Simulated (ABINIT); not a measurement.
# SnSe2 (P-3m1): G0W0 with ABINIT, start to end, part 3 of 3

How does a plane-wave GW calculation on SnSe2 (P-3m1) run from the first input to the gap?

ABINIT 10.8.3; PBEsol and many-body steps on it, plane waves. Known limits of the many-body steps: not at the basis limit; no spin-orbit coupling; coarse k mesh.

So far. Step 4 (Empty states on the mesh, 3×3×2 mesh, 154 bands): On this mesh the gap is 1.003 eV. The earlier step found 0.746 eV, so this mesh misses an edge. Step 5 (Screening, 3×3×2 mesh, 140 bands, screening to 106.1 eV): Local fields lower ε∞ by 12 %. On a Γ-centred mesh this coarse the value itself is usually too large, while a short band sum pulls it down.

### 6. Self-energy, 3×3×2 mesh, 140 bands, screening to 106.1 eV

The self-energy is evaluated for the states that the input lists, and the levels follow from it, in one-shot runs by the linearised quasiparticle equation.

This step: G0W0 on PBEsol, plane waves, norm-conserving pseudopotentials.

run.abi reads:

```
acell 3*1.0 Angstrom
rprim 
  3.810999999987 0.000000000003 0.000000000000
  -1.905499999996 3.300422813810 0.000000000000
  0.000000000000 0.000000000000 6.136000000000
ntypat 2
znucl 50 34
natom 3
typat 1 2 2
xred 
  0.000000000000 0.000000000000 0.000000000000
  0.333333333333 0.666666666667 0.249000000000
  0.666666666667 0.333333333333 0.751000000000
pp_dirpath "pseudos"
pseudos "Sn.upf, Se.upf"
ecut 48
ngkpt 3 3 2
nshiftk 1
shiftk 0 0 0
kptopt 1
chksymbreak 0
istwfk *1
occopt 1
irdwfk 1
optdriver 4
nband 140
gwcalctyp 0
ecutsigx 48
symsigma 1
nkptgw 2
kptgw 
  0.0000000000 0.0000000000 0.0000000000
  0.0000000000 0.0000000000 0.5000000000
bdgw 
  33 37
  34 37
ecuteps 3.9
irdscr 1
ppmodel 1
indata_prefix "in"
outdata_prefix "out"
tmpdata_prefix "tmp"
```

The run is started by

```sh
$ OMP_NUM_THREADS=1 mpirun -n 4 abinit run.abi > log
```

Numbers of over 12 decimals in the logs are rounded to 6 here.

What it wrote:

```text
.Version 10.8.3 of ABINIT. v10.8.2 released Aug 2026.

 Symmetries : space group P-3 m 1 (#164); Bravais hP (primitive hexag.)
[... echo of the input left out ...]
== DATASET  1 ==================================================================
-   mpi_nproc: 4, omp_nthreads: 1 (-1 if OMP is not activated)

--- !DatasetInfo
iteration_state: {dtset: 1, }
dimensions: {natom: 3, nkpt: 6, mband: 140, nsppol: 1, nspinor: 1, nspden: 1, mpw: 8305, }
cutoff_energies: {ecut:  48.0, pawecutdg:  -1.0, }
electrons: {nelect:   7.00000000E+01, charge:   0.00000000E+00, occopt:   1.00000000E+00, tsmear:   1.00000000E-02, }

 SIGMA: Calculation of the GW corrections

 Based on a program developped by R.W. Godby, V. Olevano, G. Onida, and L. Reining.
 Incorporated in ABINIT by V. Olevano, G.-M. Rignanese, and M. Torrent.
.Using double precision arithmetic ; gwpc =  8

[... cell and pseudopotentials left out ...]
--------------------------------------------------------------------------------

 ==== K-mesh for the wavefunctions ====
 Number of points in the irreducible wedge :     6
[... list of points left out ...]
 Together with 12 symmetry operations and time-reversal symmetry
 yields    18 points in the full Brillouin Zone.

 ==== Q-mesh for screening function ====
 Number of points in the irreducible wedge :     6
[... list of points left out ...]
 Together with 12 symmetry operations and time-reversal symmetry
 yields    18 points in the full Brillouin Zone.

 vcoul_init : cutoff-mode = AUXILIARY_FUNCTION
 q-points for optical limit:   1
     1)      0.000010    0.000020    0.000030
 setmesh: FFT mesh size selected  =    40x   40x   75
          total number of points  =       120000

 Number of electrons calculated from density =   70.0000; Expected =   70.0000
 average of density, n =  0.134403
 r_s =    1.2111
 omega_plasma =   35.3638 [eV]

 === KS Band Gaps ===
  >>>> For spin  1
   Minimum direct gap =   1.0032 [eV], located at k-point      :   0.0000  0.0000  0.0000
   Fundamental gap    =   1.0032 [eV], Top of valence bands at :   0.0000  0.0000  0.0000
                                       Bottom of conduction at :   0.0000  0.0000  0.0000
 SIGMA fundamental parameters:
 PLASMON POLE MODEL  1
 number of plane-waves for SigmaX                 8305
 number of plane-waves for SigmaC and W            197
 number of plane-waves for wavefunctions          8305
 number of bands                                   140
 number of independent spin polarizations            1
 number of spinorial components                      1
 number of k-points in IBZ                           6
 number of q-points in IBZ                           6
 number of symmetry operations                      12
 number of k-points in BZ                           18
 number of q-points in BZ                           18
 number of frequencies for dSigma/dE                 9
 frequency step for dSigma/dE [eV]                0.25
 number of omega for Sigma on real axis              0
 max omega for Sigma on real axis  [eV]           0.00
 zcut for avoiding poles [eV]                     0.10

 EPSILON^-1 parameters (SCR file):
 dimension of the eps^-1 matrix on file            197
 dimension of the eps^-1 matrix used               197
 number of plane-waves for wavefunctions          8305
 number of bands                                   140
 number of q-points in IBZ                           6
 number of frequencies                               2
 number of real frequencies                          1
 number of imag frequencies                          1

 matrix elements of self-energy operator (all in [eV])

 Perturbative Calculation

--- !SelfEnergy_ee
iteration_state: {dtset: 1, }
kpoint     : [   0.000,    0.000,    0.000, ]
spin       : 1
KS_gap     :    1.003
QP_gap     :    1.630
Delta_QP_KS:    0.627
data: !SigmaeeData |
     Band     E0 <VxcDFT>   SigX SigC(E0)      Z dSigC/dE  Sig(E)    E-E0       E
       33   5.142 -14.707 -16.793   2.023   0.789  -0.268 -14.756  -0.049   5.092
       34   5.142 -14.707 -16.793   2.023   0.789  -0.268 -14.756  -0.049   5.092
       35   5.529 -14.771 -16.704   1.884   0.791  -0.264 -14.810  -0.039   5.490
       36   6.532 -14.025 -10.040  -3.258   0.808  -0.237 -13.437   0.588   7.120
       37   8.382 -11.722  -7.060  -4.095   0.813  -0.231 -11.261   0.461   8.843

--- !SelfEnergy_ee
iteration_state: {dtset: 1, }
kpoint     : [   0.000,    0.000,    0.500, ]
spin       : 1
KS_gap     :    2.632
QP_gap     :    3.382
Delta_QP_KS:    0.750
data: !SigmaeeData |
     Band     E0 <VxcDFT>   SigX SigC(E0)      Z dSigC/dE  Sig(E)    E-E0       E
       34   5.296 -14.861 -16.895   1.991   0.790  -0.267 -14.895  -0.034   5.262
       35   5.296 -14.861 -16.895   1.991   0.790  -0.267 -14.895  -0.034   5.262
       36   7.929 -14.784 -10.433  -3.457   0.801  -0.248 -14.068   0.716   8.644
       37   8.345 -11.999  -7.340  -4.082   0.814  -0.229 -11.530   0.469   8.814

== END DATASET(S) ==============================================================
================================================================================

 -outvars: echo values of variables after computation  --------
           etotal      0.0000000000E+00
            nband         140
             nkpt           6
          spgroup         164
 [... the other variables as echoed above ...]

 Calculation completed.
```

The job ended after 8.8 s (4 MPI ranks of Arm Neoverse V1, shared host; peak memory 1.1 GiB; 35 s of CPU time).

Numbers from this step:

| Quantity | Value |
| --- | --- |
| G0W0 gap on the points computed | 1.63 eV |
| starting gap on the mesh | 1.003 eV |
| k of the valence top | 0, 0, 0 |
| k of the conduction bottom | 0, 0, 0 |
| Z at the valence top | 0.791 |
| Z at the conduction bottom | 0.808 |
| least direct G0W0 gap on the computed points | 1.63 eV |

The gap on the mesh goes from 1.00 eV to 1.63 eV, a correction of +0.63 eV. The start differs from the 0.75 eV found before because the two sample other k points.

Limits: finite bands, cutoff and mesh; no spin-orbit coupling; coarse k mesh. v1 is the top filled band, c1 the lowest empty one. The levels before and after the correction (eV, zero at the valence-band top of each column):

```csv
,conduction bottom,valence top
Kohn-Sham,1.00,0.00
G0W0,1.63,0.00
```

|  | level | energy (eV) |
| --- | --- | --- |
| Kohn-Sham | Γ v3-v2 | -0.387 |
| Kohn-Sham | Γ v1 | 0.000 |
| Kohn-Sham | Γ c1 | 1.003 |
| Kohn-Sham | Γ c2 | 2.853 |
| G0W0 | Γ v3-v2 | -0.398 |
| G0W0 | Γ v1 | 0.000 |
| G0W0 | Γ c1 | 1.630 |
| G0W0 | Γ c2 | 3.353 |

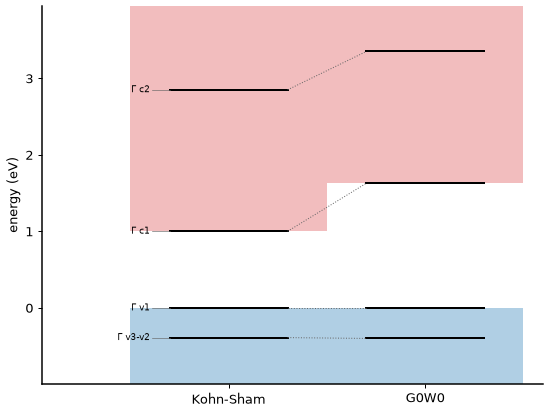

Levels before and after the correction. Shaded: valence and conduction bands.

### 7. Where the time went

Times are wall times on 4 MPI ranks of Arm Neoverse V1, shared host, good to a factor of about two.

```
                          step   time  share  memory (GiB)
                  ground state   93 s   32 %           0.5
bands along the symmetry lines   59 s   20 %          0.52
      empty states on the mesh   75 s   26 %          0.46
                     screening   52 s   18 %           1.2
                   self-energy  8.8 s    3 %           1.1
```

### 8. Summary of results

```yaml
pbesol_gap: 0.67 eV, indirect
g0w0_gap_on_the_mesh: 1.63 eV
g0w0_gap_over_the_zone_rigid_shift: 1.30 eV
gw_settings: 3×3×2 mesh, 140 bands, screening to 106.1 eV, Godby-Needs plasmon pole
known_limits: not at the basis limit; no spin-orbit coupling; coarse k mesh
```

**Reading.** G0W0 moves the gap on the mesh from 1.00 eV to 1.63 eV (+0.63 eV), with Z of 0.79 and 0.81 at the edges. The mesh misses the band edges by 0.33 eV in all; a rigid shift gives 1.30 eV for the zone. Local fields lower the RPA ε∞ on this mesh from 25.01 to 22.02; a Γ-centred mesh this coarse tends to raise both, most where the direct gap is narrow, while a short band sum lowers them. Only 2 of the mesh's irreducible points were corrected, so a valley elsewhere could overtake. Against experiment, by G0W0@PBEsol: the gap of 1.30 eV lies +0.09 eV from the measured 1.21 ± 0.04 eV (electronic, 77.6 K, 2018); the gap of 1.30 eV lies +0.30 eV from the measured 1 eV (indirect, quoted 2018); the gap of 1.30 eV lies +0.09 eV from the measured 1.207 eV (exciton, 300 K, 2021). An exciton line or allowed optical edge lies below the quasiparticle gap by the binding energy; a forbidden edge can push the onset above it. The calculation has static nuclei and no excitons; a measured gap holds zero-point and thermal motion, which mostly lowers it. Bands and cutoff are finite, so the gap is not at the basis limit. The miss can reach some tenths of an eV and take either sign; the mesh is an error of its own. In the G0W0 run levels were corrected at 2 k points alone, so a gap called «on the mesh» is the least over those, and an edge elsewhere would be missed. A denser mesh or path gives a starting gap of 0.67 eV: the GW mesh misses a band edge, so its gaps are not the fundamental one. The 3×3×2 mesh is coarse for this cell, which bears on the long-range parts of exchange and screening. The many-body steps are scalar-relativistic: spin-orbit coupling is not in them.

[Paths, hosts, dates, memory and timing lines, banners, echoed tables and standing remarks are left out of the program output.]

[Logs are printed without paths, hosts, clocks, repeated set-up lines and the standing remarks that a program may print on its own settings, such as how far it seeks lower states.]

[Runs of the session that timed out or met a known fault of the program may be left out.]

[Hosts, paths, dates, database ids (printed as entryN), source tags and the programs' standing remarks are cut or masked in the printed files.]

[G0W0 gaps are taken among the corrected bands and points alone; a level outside them can change the order at an edge.]

[Where Ansatz stands beside ABINIT at settings called matched, ABINIT's density can come from a denser mesh and the files from another edition; pairs whose starting gaps differed by over 0.03 eV were left out, so agreement reads better than it is.]
